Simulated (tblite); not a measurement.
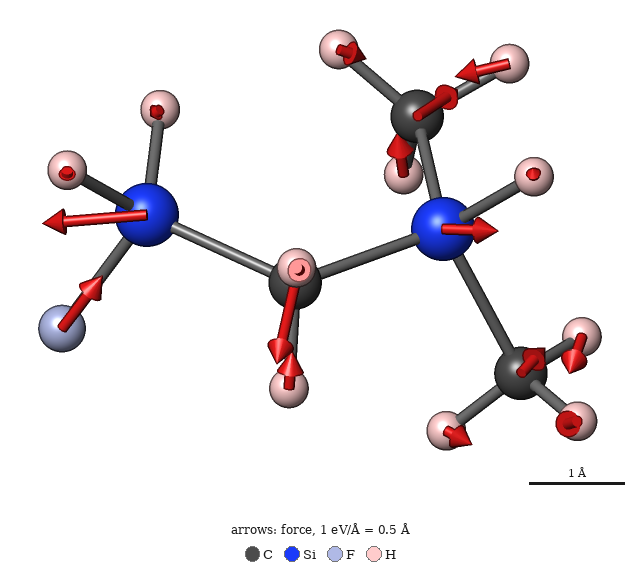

Starting geometry of C₃H₁₁FSi₂ with the computed forces as red arrows. The picture is a ball-and-stick view, seen at a tilt.

The calculation used tblite 0.8.0, GFN2-xTB geometry optimisation, gas phase. 

What follows when this structure is relaxed?

It isn't relaxed: the largest force vector, on a Si atom, is 2.26 eV/Å. The final displacements have little in common with the starting forces (cosine between the two patterns 0.16). The energy falls by 0.690 eV in 186 geometry steps. The largest move after the best rigid fit is that of an H atom, 1.33 Å. By element the largest moves are H 1.33 Å, F 1.16 Å, C 0.50 Å, Si 0.41 Å. Among the contacts that change: C–Si 1.846 → 1.915 Å, F–Si 1.684 → 1.615 Å, C–Si 1.835 → 1.890 Å, C–H 1.127 → 1.086 Å. Among the angles between lasting bonds that change: H–C–H 115.8° → 107.5°, H–Si–H 107.2° → 112.7°, Si–C–H 106.2° → 111.2°. Groups turn about C–Si by about 60°, C–Si by about 50°, C–Si by about 20°.
